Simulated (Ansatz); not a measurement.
# A computed series for C: pressure series

Take C in the diamond structure (space group Fd-3m, No. 227; a = 3.560 Å) as the base.

Cell and atoms are relaxed at each pressure.

Method: plane-wave PAW DFT at the r2SCAN level (Ansatz, a quantum-chemistry and plane-wave program, 500 eV), without spin-orbit coupling, earlier PAW set.

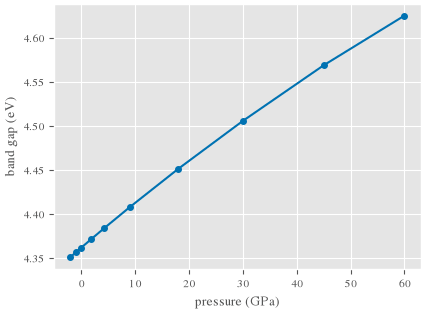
Figure: Band gap against pressure

Question: From the plot, what is the band gap for pressure 45 GPa?

Answer: About 4.57 eV.

Question: Is the trend monotonic over the range shown?

Answer: Yes, it rises throughout, spanning 4.35 eV to 4.63 eV.

Load acts through the strain it causes; cell and atoms are relaxed under it. Stability against distortions was not tested. Competing high-pressure phases were not computed.
